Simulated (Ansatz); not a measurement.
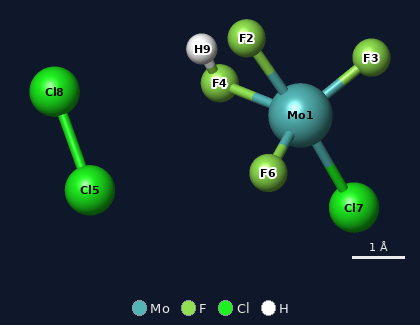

The structure as given in the input (ball-and-stick view, seen on its broad side; atoms are numbered from 1 in the order of the input). Sticks mark near contacts.

# MoHCl₃F₄: molecular dynamics (part 1 of 5)

MoHCl₃F₄, computed with RHF/def2-SVP (Ansatz 0.2.0).

It belongs to a series of runs on one base structure; here: dynamics from the highest image of the converged band. Figures and captions count atoms from 1; the log counts them from 0 in places.

**Output**
```
Engine: ansatz 0.2.0, aarch64-unknown-linux-gnu
Functional definition: HF
  exchange = exact_x
  correlation = 0
1486 factors; integrals over basis functions are off by at most 4.7e-4 eV
mean field evaluation 1: about -50159.9903 eV, gradient 5.9e1 eV
mean field evaluation 2: about -50160.2983 eV, gradient 5.9e1 eV
mean field evaluation 4: about -50167.8392 eV, gradient 5.4e0 eV
mean field evaluation 8: about -50168.0494 eV, gradient 9.2e-1 eV
mean field evaluation 16: about -50168.1154 eV, gradient 1.3e-5 eV
mean field evaluation 32: about -50165.0884 eV, gradient 1.2e1 eV
mean field evaluation 64: about -50156.7473 eV, gradient 6.6e0 eV
mean field evaluation 96: about -50165.9621 eV, gradient 7.8e-1 eV
mean field -50168.11542137 eV, -1843.6442365655 hartree, gradient 1.4e-5 eV, S^2 0.000000; 0 other end points of the search recorded, 0 dependent functions left out
the calculation of the forces begins
reference -50168.11542137 eV, -1843.6442365655 hartree; 51, 51 occupied and 95, 95 virtual orbitals, 1486 factors
md step     0: t =     0.00 fs  T =   300.0 K  F+E_penalty+E_count = -50168.11542137 eV  E_kin = 0.271446 eV  conserved = -50167.84397538 eV  (184 SCF iters)
these checks for a lower state are left out or cut short: starts, cluster_reference, orbital_swaps, neighbouring_geometries, increment
1486 factors; integrals over basis functions are off by at most 4.6e-4 eV
mean field evaluation 128: about -50168.1125 eV, gradient 2.0e-2 eV
mean field -50168.11245216 eV, -1843.6441274490 hartree, gradient 2.1e-5 eV, S^2 0.000000; 0 other end points of the search recorded, 0 dependent functions left out
the calculation of the forces begins
reference -50168.11245216 eV, -1843.6441274490 hartree; 51, 51 occupied and 95, 95 virtual orbitals, 1486 factors
md step     1: t =     0.50 fs  T =   296.8 K  F+E_penalty+E_count = -50168.11245216 eV  E_kin = 0.268533 eV  conserved = -50167.84391903 eV  (79 SCF iters)
[... from here on the SCF iterations and repeated set-up lines of each step are left out, up to the last step ...]
md step     2: t =     1.00 fs  T =   288.5 K  F+E_penalty+E_count = -50168.10469042 eV  E_kin = 0.261007 eV  conserved = -50167.84368348 eV  (80 SCF iters)
md step     3: t =     1.50 fs  T =   279.1 K  F+E_penalty+E_count = -50168.09588928 eV  E_kin = 0.252501 eV  conserved = -50167.84338822 eV  (79 SCF iters)
md step     4: t =     2.00 fs  T =   273.4 K  F+E_penalty+E_count = -50168.09060285 eV  E_kin = 0.247377 eV  conserved = -50167.84322570 eV  (83 SCF iters)
md step     5: t =     2.50 fs  T =   274.1 K  F+E_penalty+E_count = -50168.09130624 eV  E_kin = 0.247994 eV  conserved = -50167.84331244 eV  (82 SCF iters)
md step     6: t =     3.00 fs  T =   279.7 K  F+E_penalty+E_count = -50168.09668267 eV  E_kin = 0.253098 eV  conserved = -50167.84358442 eV  (82 SCF iters)
md step     7: t =     3.50 fs  T =   285.9 K  F+E_penalty+E_count = -50168.10256291 eV  E_kin = 0.258708 eV  conserved = -50167.84385531 eV  (84 SCF iters)
md step     8: t =     4.00 fs  T =   288.1 K  F+E_penalty+E_count = -50168.10469271 eV  E_kin = 0.260722 eV  conserved = -50167.84397068 eV  (79 SCF iters)
md step     9: t =     4.50 fs  T =   284.3 K  F+E_penalty+E_count = -50168.10111677 eV  E_kin = 0.257220 eV  conserved = -50167.84389699 eV  (78 SCF iters)
md step    10: t =     5.00 fs  T =   275.3 K  F+E_penalty+E_count = -50168.09279340 eV  E_kin = 0.249092 eV  conserved = -50167.84370121 eV  (78 SCF iters)
md step    11: t =     5.50 fs  T =   264.3 K  F+E_penalty+E_count = -50168.08264879 eV  E_kin = 0.239166 eV  conserved = -50167.84348298 eV  (81 SCF iters)
md step    12: t =     6.00 fs  T =   255.0 K  F+E_penalty+E_count = -50168.07404668 eV  E_kin = 0.230722 eV  conserved = -50167.84332510 eV  (82 SCF iters)
md step    13: t =     6.50 fs  T =   250.0 K  F+E_penalty+E_count = -50168.06945828 eV  E_kin = 0.226182 eV  conserved = -50167.84327582 eV  (81 SCF iters)
md step    14: t =     7.00 fs  T =   250.1 K  F+E_penalty+E_count = -50168.06966004 eV  E_kin = 0.226312 eV  conserved = -50167.84334848 eV  (82 SCF iters)
md step    15: t =     7.50 fs  T =   254.2 K  F+E_penalty+E_count = -50168.07350922 eV  E_kin = 0.229987 eV  conserved = -50167.84352242 eV  (79 SCF iters)
md step    16: t =     8.00 fs  T =   259.2 K  F+E_penalty+E_count = -50168.07829489 eV  E_kin = 0.234554 eV  conserved = -50167.84374066 eV  (79 SCF iters)
md step    17: t =     8.50 fs  T =   261.7 K  F+E_penalty+E_count = -50168.08067969 eV  E_kin = 0.236767 eV  conserved = -50167.84391241 eV  (79 SCF iters)
md step    18: t =     9.00 fs  T =   258.8 K  F+E_penalty+E_count = -50168.07814407 eV  E_kin = 0.234206 eV  conserved = -50167.84393808 eV  (78 SCF iters)
md step    19: t =     9.50 fs  T =   250.6 K  F+E_penalty+E_count = -50168.07049268 eV  E_kin = 0.226724 eV  conserved = -50167.84376850 eV  (78 SCF iters)
md step    20: t =    10.00 fs  T =   239.9 K  F+E_penalty+E_count = -50168.06050831 eV  E_kin = 0.217038 eV  conserved = -50167.84347074 eV  (80 SCF iters)
md step    21: t =    10.50 fs  T =   231.7 K  F+E_penalty+E_count = -50168.05282817 eV  E_kin = 0.209602 eV  conserved = -50167.84322572 eV  (80 SCF iters)
md step    22: t =    11.00 fs  T =   229.9 K  F+E_penalty+E_count = -50168.05119428 eV  E_kin = 0.207988 eV  conserved = -50167.84320642 eV  (81 SCF iters)
md step    23: t =    11.50 fs  T =   234.8 K  F+E_penalty+E_count = -50168.05589886 eV  E_kin = 0.212471 eV  conserved = -50167.84342793 eV  (82 SCF iters)
md step    24: t =    12.00 fs  T =   243.0 K  F+E_penalty+E_count = -50168.06356510 eV  E_kin = 0.219832 eV  conserved = -50167.84373310 eV  (84 SCF iters)
md step    25: t =    12.50 fs  T =   249.3 K  F+E_penalty+E_count = -50168.06946538 eV  E_kin = 0.225535 eV  conserved = -50167.84393087 eV  (80 SCF iters)
md step    26: t =    13.00 fs  T =   250.3 K  F+E_penalty+E_count = -50168.07040711 eV  E_kin = 0.226474 eV  conserved = -50167.84393297 eV  (81 SCF iters)
md step    27: t =    13.50 fs  T =   245.8 K  F+E_penalty+E_count = -50168.06616722 eV  E_kin = 0.222393 eV  conserved = -50167.84377440 eV  (84 SCF iters)
md step    28: t =    14.00 fs  T =   238.2 K  F+E_penalty+E_count = -50168.05905942 eV  E_kin = 0.215507 eV  conserved = -50167.84355274 eV  (80 SCF iters)
md step    29: t =    14.50 fs  T =   231.1 K  F+E_penalty+E_count = -50168.05247059 eV  E_kin = 0.209106 eV  conserved = -50167.84336423 eV  (81 SCF iters)
md step    30: t =    15.00 fs  T =   227.7 K  F+E_penalty+E_count = -50168.04933871 eV  E_kin = 0.206066 eV  conserved = -50167.84327320 eV  (81 SCF iters)
md step    31: t =    15.50 fs  T =   229.6 K  F+E_penalty+E_count = -50168.05109604 eV  E_kin = 0.207789 eV  conserved = -50167.84330675 eV  (83 SCF iters)
md step    32: t =    16.00 fs  T =   236.2 K  F+E_penalty+E_count = -50168.05721264 eV  E_kin = 0.213756 eV  conserved = -50167.84345645 eV  (83 SCF iters)
md step    33: t =    16.50 fs  T =   245.0 K  F+E_penalty+E_count = -50168.06534058 eV  E_kin = 0.221664 eV  conserved = -50167.84367701 eV  (80 SCF iters)
md step    34: t =    17.00 fs  T =   252.2 K  F+E_penalty+E_count = -50168.07206963 eV  E_kin = 0.228184 eV  conserved = -50167.84388566 eV  (80 SCF iters)
md step    35: t =    17.50 fs  T =   254.5 K  F+E_penalty+E_count = -50168.07426260 eV  E_kin = 0.230285 eV  conserved = -50167.84397786 eV  (80 SCF iters)
md step    36: t =    18.00 fs  T =   250.6 K  F+E_penalty+E_count = -50168.07066873 eV  E_kin = 0.226792 eV  conserved = -50167.84387669 eV  (80 SCF iters)
md step    37: t =    18.50 fs  T =   242.5 K  F+E_penalty+E_count = -50168.06302544 eV  E_kin = 0.219421 eV  conserved = -50167.84360490 eV  (82 SCF iters)
md step    38: t =    19.00 fs  T =   234.6 K  F+E_penalty+E_count = -50168.05559630 eV  E_kin = 0.212280 eV  conserved = -50167.84331657 eV  (81 SCF iters)
md step    39: t =    19.50 fs  T =   231.6 K  F+E_penalty+E_count = -50168.05279275 eV  E_kin = 0.209582 eV  conserved = -50167.84321048 eV  (84 SCF iters)
md step    40: t =    20.00 fs  T =   235.2 K  F+E_penalty+E_count = -50168.05622066 eV  E_kin = 0.212854 eV  conserved = -50167.84336643 eV  (83 SCF iters)
md step    41: t =    20.50 fs  T =   243.0 K  F+E_penalty+E_count = -50168.06351263 eV  E_kin = 0.219841 eV  conserved = -50167.84367113 eV  (83 SCF iters)
md step    42: t =    21.00 fs  T =   249.8 K  F+E_penalty+E_count = -50168.06999074 eV  E_kin = 0.226069 eV  conserved = -50167.84392147 eV  (82 SCF iters)
md step    43: t =    21.50 fs  T =   251.7 K  F+E_penalty+E_count = -50168.07169883 eV  E_kin = 0.227714 eV  conserved = -50167.84398531 eV  (84 SCF iters)
md step    44: t =    22.00 fs  T =   247.1 K  F+E_penalty+E_count = -50168.06747363 eV  E_kin = 0.223611 eV  conserved = -50167.84386311 eV  (242 SCF iters)
md step    45: t =    22.50 fs  T =   238.1 K  F+E_penalty+E_count = -50168.05904754 eV  E_kin = 0.215404 eV  conserved = -50167.84364317 eV  (85 SCF iters)
md step    46: t =    23.00 fs  T =   228.0 K  F+E_penalty+E_count = -50168.04975611 eV  E_kin = 0.206326 eV  conserved = -50167.84342984 eV  (91 SCF iters)
md step    47: t =    23.50 fs  T =   220.6 K  F+E_penalty+E_count = -50168.04291137 eV  E_kin = 0.199611 eV  conserved = -50167.84330072 eV  (85 SCF iters)
md step    48: t =    24.00 fs  T =   218.0 K  F+E_penalty+E_count = -50168.04054174 eV  E_kin = 0.197246 eV  conserved = -50167.84329553 eV  (83 SCF iters)
md step    49: t =    24.50 fs  T =   220.3 K  F+E_penalty+E_count = -50168.04273420 eV  E_kin = 0.199319 eV  conserved = -50167.84341525 eV  (83 SCF iters)
md step    50: t =    25.00 fs  T =   225.4 K  F+E_penalty+E_count = -50168.04760747 eV  E_kin = 0.203983 eV  conserved = -50167.84362451 eV  (83 SCF iters)
md step    51: t =    25.50 fs  T =   230.0 K  F+E_penalty+E_count = -50168.05191317 eV  E_kin = 0.208065 eV  conserved = -50167.84384782 eV  (83 SCF iters)
md step    52: t =    26.00 fs  T =   230.2 K  F+E_penalty+E_count = -50168.05226734 eV  E_kin = 0.208288 eV  conserved = -50167.84397982 eV  (82 SCF iters)
md step    53: t =    26.50 fs  T =   224.2 K  F+E_penalty+E_count = -50168.04679790 eV  E_kin = 0.202871 eV  conserved = -50167.84392652 eV  (81 SCF iters)
md step    54: t =    27.00 fs  T =   213.1 K  F+E_penalty+E_count = -50168.03652693 eV  E_kin = 0.192848 eV  conserved = -50167.84367880 eV  (82 SCF iters)
md step    55: t =    27.50 fs  T =   201.2 K  F+E_penalty+E_count = -50168.02539410 eV  E_kin = 0.182030 eV  conserved = -50167.84336396 eV  (81 SCF iters)
md step    56: t =    28.00 fs  T =   193.5 K  F+E_penalty+E_count = -50168.01824676 eV  E_kin = 0.175056 eV  conserved = -50167.84319106 eV  (79 SCF iters)
md step    57: t =    28.50 fs  T =   192.8 K  F+E_penalty+E_count = -50168.01771285 eV  E_kin = 0.174426 eV  conserved = -50167.84328659 eV  (81 SCF iters)
md step    58: t =    29.00 fs  T =   197.6 K  F+E_penalty+E_count = -50168.02234413 eV  E_kin = 0.178766 eV  conserved = -50167.84357844 eV  (84 SCF iters)
md step    59: t =    29.50 fs  T =   203.1 K  F+E_penalty+E_count = -50168.02767279 eV  E_kin = 0.183810 eV  conserved = -50167.84386296 eV  (82 SCF iters)
md step    60: t =    30.00 fs  T =   204.7 K  F+E_penalty+E_count = -50168.02923589 eV  E_kin = 0.185261 eV  conserved = -50167.84397536 eV  (94 SCF iters)
md step    61: t =    30.50 fs  T =   200.3 K  F+E_penalty+E_count = -50168.02511448 eV  E_kin = 0.181228 eV  conserved = -50167.84388624 eV  (82 SCF iters)
md step    62: t =    31.00 fs  T =   191.0 K  F+E_penalty+E_count = -50168.01649995 eV  E_kin = 0.172827 eV  conserved = -50167.84367321 eV  (84 SCF iters)
md step    63: t =    31.50 fs  T =   180.3 K  F+E_penalty+E_count = -50168.00658721 eV  E_kin = 0.163141 eV  conserved = -50167.84344579 eV  (85 SCF iters)
md step    64: t =    32.00 fs  T =   172.0 K  F+E_penalty+E_count = -50167.99888643 eV  E_kin = 0.155594 eV  conserved = -50167.84329223 eV  (85 SCF iters)
md step    65: t =    32.50 fs  T =   168.6 K  F+E_penalty+E_count = -50167.99580124 eV  E_kin = 0.152540 eV  conserved = -50167.84326161 eV  (83 SCF iters)
md step    66: t =    33.00 fs  T =   170.7 K  F+E_penalty+E_count = -50167.99781277 eV  E_kin = 0.154449 eV  conserved = -50167.84336340 eV  (82 SCF iters)
md step    67: t =    33.50 fs  T =   176.6 K  F+E_penalty+E_count = -50168.00332190 eV  E_kin = 0.159754 eV  conserved = -50167.84356770 eV  (85 SCF iters)
md step    68: t =    34.00 fs  T =   182.7 K  F+E_penalty+E_count = -50168.00915418 eV  E_kin = 0.165351 eV  conserved = -50167.84380303 eV  (84 SCF iters)
md step    69: t =    34.50 fs  T =   185.4 K  F+E_penalty+E_count = -50168.01173206 eV  E_kin = 0.167769 eV  conserved = -50167.84396320 eV  (82 SCF iters)
md step    70: t =    35.00 fs  T =   182.1 K  F+E_penalty+E_count = -50168.00874697 eV  E_kin = 0.164803 eV  conserved = -50167.84394428 eV  (83 SCF iters)
md step    71: t =    35.50 fs  T =   173.5 K  F+E_penalty+E_count = -50168.00070570 eV  E_kin = 0.156987 eV  conserved = -50167.84371826 eV  (83 SCF iters)
md step    72: t =    36.00 fs  T =   163.4 K  F+E_penalty+E_count = -50167.99123996 eV  E_kin = 0.147844 eV  conserved = -50167.84339625 eV  (82 SCF iters)
md step    73: t =    36.50 fs  T =   157.1 K  F+E_penalty+E_count = -50167.98532413 eV  E_kin = 0.142133 eV  conserved = -50167.84319149 eV  (82 SCF iters)
md step    74: t =    37.00 fs  T =   157.8 K  F+E_penalty+E_count = -50167.98607149 eV  E_kin = 0.142815 eV  conserved = -50167.84325685 eV  (83 SCF iters)
md step    75: t =    37.50 fs  T =   164.6 K  F+E_penalty+E_count = -50167.99248874 eV  E_kin = 0.148944 eV  conserved = -50167.84354480 eV  (80 SCF iters)
md step    76: t =    38.00 fs  T =   172.8 K  F+E_penalty+E_count = -50168.00017373 eV  E_kin = 0.156322 eV  conserved = -50167.84385186 eV  (81 SCF iters)
md step    77: t =    38.50 fs  T =   177.2 K  F+E_penalty+E_count = -50168.00432939 eV  E_kin = 0.160335 eV  conserved = -50167.84399406 eV  (78 SCF iters)
md step    78: t =    39.00 fs  T =   175.3 K  F+E_penalty+E_count = -50168.00257920 eV  E_kin = 0.158655 eV  conserved = -50167.84392419 eV  (81 SCF iters)
md step    79: t =    39.50 fs  T =   168.1 K  F+E_penalty+E_count = -50167.99580606 eV  E_kin = 0.152092 eV  conserved = -50167.84371440 eV  (76 SCF iters)
md step    80: t =    40.00 fs  T =   158.8 K  F+E_penalty+E_count = -50167.98714050 eV  E_kin = 0.143662 eV  conserved = -50167.84347860 eV  (75 SCF iters)
md step    81: t =    40.50 fs  T =   151.3 K  F+E_penalty+E_count = -50167.98021402 eV  E_kin = 0.136902 eV  conserved = -50167.84331199 eV  (74 SCF iters)
md step    82: t =    41.00 fs  T =   148.5 K  F+E_penalty+E_count = -50167.97762607 eV  E_kin = 0.134355 eV  conserved = -50167.84327066 eV  (77 SCF iters)
md step    83: t =    41.50 fs  T =   151.0 K  F+E_penalty+E_count = -50167.98002647 eV  E_kin = 0.136659 eV  conserved = -50167.84336777 eV  (75 SCF iters)
md step    84: t =    42.00 fs  T =   157.3 K  F+E_penalty+E_count = -50167.98589506 eV  E_kin = 0.142321 eV  conserved = -50167.84357405 eV  (74 SCF iters)
md step    85: t =    42.50 fs  T =   163.8 K  F+E_penalty+E_count = -50167.99202475 eV  E_kin = 0.148207 eV  conserved = -50167.84381752 eV  (82 SCF iters)
md step    86: t =    43.00 fs  T =   166.6 K  F+E_penalty+E_count = -50167.99470879 eV  E_kin = 0.150720 eV  conserved = -50167.84398839 eV  (76 SCF iters)
md step    87: t =    43.50 fs  T =   163.0 K  F+E_penalty+E_count = -50167.99147419 eV  E_kin = 0.147498 eV  conserved = -50167.84397649 eV  (80 SCF iters)
md step    88: t =    44.00 fs  T =   153.6 K  F+E_penalty+E_count = -50167.98272414 eV  E_kin = 0.138976 eV  conserved = -50167.84374834 eV  (75 SCF iters)
md step    89: t =    44.50 fs  T =   142.3 K  F+E_penalty+E_count = -50167.97212837 eV  E_kin = 0.128713 eV  conserved = -50167.84341521 eV  (80 SCF iters)
md step    90: t =    45.00 fs  T =   134.4 K  F+E_penalty+E_count = -50167.96483282 eV  E_kin = 0.121635 eV  conserved = -50167.84319822 eV  (83 SCF iters)
md step    91: t =    45.50 fs  T =   133.6 K  F+E_penalty+E_count = -50167.96413683 eV  E_kin = 0.120878 eV  conserved = -50167.84325923 eV  (79 SCF iters)
md step    92: t =    46.00 fs  T =   138.8 K  F+E_penalty+E_count = -50167.96911662 eV  E_kin = 0.125565 eV  conserved = -50167.84355138 eV  (79 SCF iters)
md step    93: t =    46.50 fs  T =   145.3 K  F+E_penalty+E_count = -50167.97531180 eV  E_kin = 0.131448 eV  conserved = -50167.84386341 eV  (77 SCF iters)
md step    94: t =    47.00 fs  T =   147.9 K  F+E_penalty+E_count = -50167.97785072 eV  E_kin = 0.133847 eV  conserved = -50167.84400420 eV  (74 SCF iters)
md step    95: t =    47.50 fs  T =   144.2 K  F+E_penalty+E_count = -50167.97437519 eV  E_kin = 0.130449 eV  conserved = -50167.84392576 eV  (81 SCF iters)
md step    96: t =    48.00 fs  T =   135.0 K  F+E_penalty+E_count = -50167.96589553 eV  E_kin = 0.122191 eV  conserved = -50167.84370462 eV  (79 SCF iters)
md step    97: t =    48.50 fs  T =   124.1 K  F+E_penalty+E_count = -50167.95571605 eV  E_kin = 0.112256 eV  conserved = -50167.84346021 eV  (94 SCF iters)
md step    98: t =    49.00 fs  T =   115.3 K  F+E_penalty+E_count = -50167.94760725 eV  E_kin = 0.104317 eV  conserved = -50167.84329054 eV  (77 SCF iters)
md step    99: t =    49.50 fs  T =   111.6 K  F+E_penalty+E_count = -50167.94422067 eV  E_kin = 0.100968 eV  conserved = -50167.84325224 eV  (79 SCF iters)
md step   100: t =    50.00 fs  T =   113.6 K  F+E_penalty+E_count = -50167.94615839 eV  E_kin = 0.102802 eV  conserved = -50167.84335666 eV  (79 SCF iters)
md step   101: t =    50.50 fs  T =   119.6 K  F+E_penalty+E_count = -50167.95178183 eV  E_kin = 0.108210 eV  conserved = -50167.84357136 eV  (80 SCF iters)
md step   102: t =    51.00 fs  T =   125.9 K  F+E_penalty+E_count = -50167.95775989 eV  E_kin = 0.113942 eV  conserved = -50167.84381747 eV  (78 SCF iters)
md step   103: t =    51.50 fs  T =   128.6 K  F+E_penalty+E_count = -50167.96035545 eV  E_kin = 0.116376 eV  conserved = -50167.84397945 eV  (92 SCF iters)
md step   104: t =    52.00 fs  T =   125.2 K  F+E_penalty+E_count = -50167.95724325 eV  E_kin = 0.113296 eV  conserved = -50167.84394712 eV  (202 SCF iters)
md step   105: t =    52.50 fs  T =   116.5 K  F+E_penalty+E_count = -50167.94914487 eV  E_kin = 0.105448 eV  conserved = -50167.84369703 eV  (79 SCF iters)
md step   106: t =    53.00 fs  T =   106.9 K  F+E_penalty+E_count = -50167.94005380 eV  E_kin = 0.096695 eV  conserved = -50167.84335885 eV  (77 SCF iters)
md step   107: t =    53.50 fs  T =   101.7 K  F+E_penalty+E_count = -50167.93517894 eV  E_kin = 0.092016 eV  conserved = -50167.84316290 eV  (78 SCF iters)
md step   108: t =    54.00 fs  T =   104.1 K  F+E_penalty+E_count = -50167.93749475 eV  E_kin = 0.094237 eV  conserved = -50167.84325805 eV  (77 SCF iters)
md step   109: t =    54.50 fs  T =   112.7 K  F+E_penalty+E_count = -50167.94555869 eV  E_kin = 0.101987 eV  conserved = -50167.84357207 eV  (80 SCF iters)
md step   110: t =    55.00 fs  T =   122.3 K  F+E_penalty+E_count = -50167.95456821 eV  E_kin = 0.110687 eV  conserved = -50167.84388072 eV  (76 SCF iters)
md step   111: t =    55.50 fs  T =   127.9 K  F+E_penalty+E_count = -50167.95968533 eV  E_kin = 0.115684 eV  conserved = -50167.84400107 eV  (78 SCF iters)
md step   112: t =    56.00 fs  T =   127.0 K  F+E_penalty+E_count = -50167.95885200 eV  E_kin = 0.114950 eV  conserved = -50167.84390233 eV  (78 SCF iters)
md step   113: t =    56.50 fs  T =   121.3 K  F+E_penalty+E_count = -50167.95339207 eV  E_kin = 0.109720 eV  conserved = -50167.84367255 eV  (78 SCF iters)
md step   114: t =    57.00 fs  T =   114.2 K  F+E_penalty+E_count = -50167.94675035 eV  E_kin = 0.103317 eV  conserved = -50167.84343371 eV  (75 SCF iters)
md step   115: t =    57.50 fs  T =   109.8 K  F+E_penalty+E_count = -50167.94261383 eV  E_kin = 0.099332 eV  conserved = -50167.84328134 eV  (79 SCF iters)
md step   116: t =    58.00 fs  T =   110.6 K  F+E_penalty+E_count = -50167.94336804 eV  E_kin = 0.100102 eV  conserved = -50167.84326595 eV  (76 SCF iters)
md step   117: t =    58.50 fs  T =   117.0 K  F+E_penalty+E_count = -50167.94925493 eV  E_kin = 0.105862 eV  conserved = -50167.84339279 eV  (76 SCF iters)
md step   118: t =    59.00 fs  T =   126.7 K  F+E_penalty+E_count = -50167.95828332 eV  E_kin = 0.114661 eV  conserved = -50167.84362190 eV  (78 SCF iters)
md step   119: t =    59.50 fs  T =   136.0 K  F+E_penalty+E_count = -50167.96689273 eV  E_kin = 0.123024 eV  conserved = -50167.84386875 eV  (78 SCF iters)
md step   120: t =    60.00 fs  T =   140.7 K  F+E_penalty+E_count = -50167.97134178 eV  E_kin = 0.127328 eV  conserved = -50167.84401360 eV  (78 SCF iters)
```
